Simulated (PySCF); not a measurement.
# AlH (SMILES [AlH]) at CASSCF(2,4)/6-311+G(d,p) (max memory mb 1860)

Wanted: a single-point energy of AlH. 

The calculation is run with PySCF 2.14.0.

### Step 1. The molecule

AlH has 2 atoms, charge 0, and is taken as a singlet. As SMILES, `[AlH]`. The shape comes from GFN2-xTB, which is rough for such elements, and wasn't checked as a minimum.

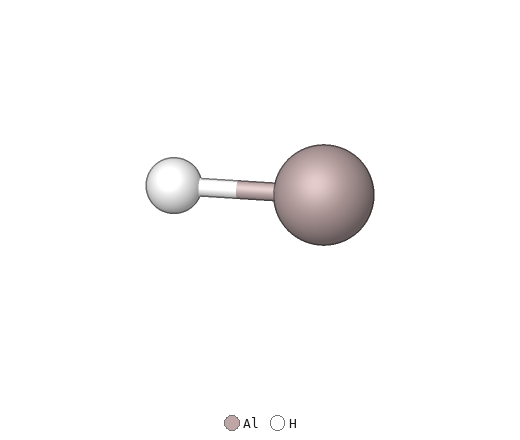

The structure, seen from a chosen angle (aluminium light grey, hydrogen white).

### Step 2. A single-point energy at CASSCF(2,4)/6-311+G(d,p) (max memory mb 1860)

File input.py:

```python
from pyscf import gto, mcscf

system = gto.Mole()
system.atom = '''
Al     0.000000     0.000000     0.000000
H      0.000000     0.000000     3.049016
'''
system.spin = 0
system.basis = '6-311+g**'
system.unit = 'bohr'
system.max_memory = 1860
system.verbose = 3
system.build()

mf = system.RHF()
mf.kernel()

cas = mcscf.CASSCF(mf, 4, 2)
cas.fix_spin_(ss=0.0)
cas.natorb = True
cas.kernel()
e_tot = cas.e_tot
print('Final energy', e_tot)
```

On the command line:

```console
$ OMP_NUM_THREADS=1 python input.py
```

What it wrote:

```text
converged SCF energy = -242.455489492856
CASSCF energy = -242.488787799802
CASCI E = -242.488787799802  E(CI) = -1.02939385308187  S^2 = 0.0000000
Final energy -242.48878779980225
```

Run time: 1.5 s. Hardware: 1 thread of Arm Neoverse V1, shared host; peak memory 0.12 GiB.

### Step 3. Summary of results

Level: CASSCF(2,4)/6-311+G** (max memory mb 1860).

```
                             quantity          value
                         total energy  -242.48879 Eh
 dipole moment (Hartree–Fock density)         0.31 D
  HOMO energy (Hartree–Fock orbitals)       -7.81 eV
  LUMO energy (Hartree–Fock orbitals)        0.49 eV
HOMO–LUMO gap (Hartree–Fock orbitals)        8.29 eV
```
